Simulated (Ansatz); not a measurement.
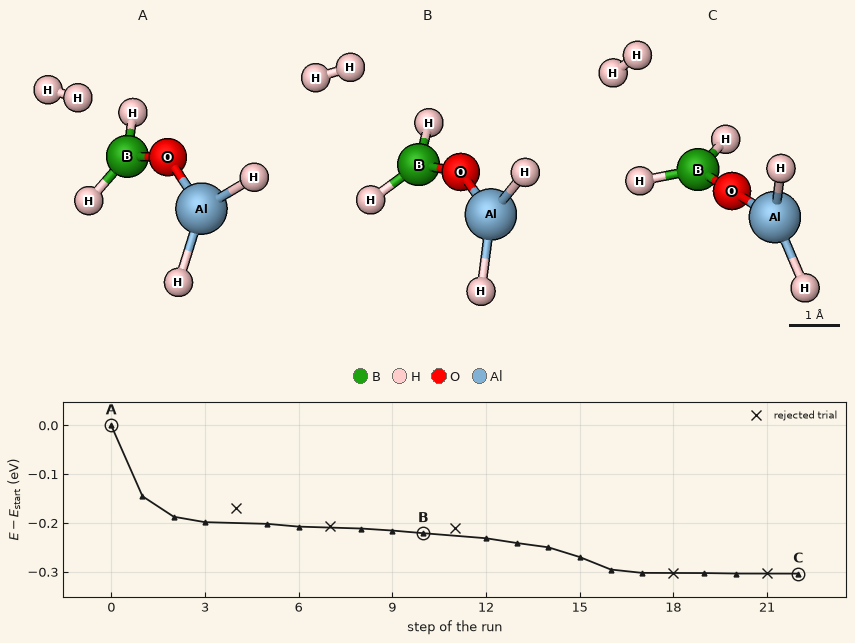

Frames of a relaxation of AlBH6O, marked on the history of the run. Style: ball-and-stick. Shown from a free direction.

The run prepares an end point of a later path (reaction) calculation, from a guessed geometry.

Theory: Ansatz, RKS BHLYP-D4/def2-SVP. Settings: no spin polarisation; force threshold 0.03 eV/Å; at most 50 steps.

**Describe the path.**

An H atom moves most after the best rigid fit: 1.17 Å. By element the largest moves are H 1.17 Å, O 0.74 Å, B 0.33 Å, Al 0.19 Å. Some distances before and after: B–O 1.372 → 1.330 Å, H–H 0.714 → 0.754 Å, Al–O 1.707 → 1.694 Å, B–H 1.202 → 1.206 Å. Bond angles that change, for instance: B–O–Al 142.4° → 179.0°. Over 17 accepted moves (22 points after the start) the energy falls by 0.303 eV. The largest force component goes from 1.5 to 0.027 eV/Å. The line search rejected the trial steps at points 4, 7, 11, 18, 21 of the run. The forces were under the threshold at step 20, but the run went on from there. Cost: 53 s on 1 thread of Arm Neoverse V1, with other jobs on the host, peak memory 0.16 GiB. From step 0 to 10: an H atom moves most (0.69 Å), energy −0.221 eV. From step 10 to 22: an H atom moves most (0.82 Å), energy −0.083 eV.
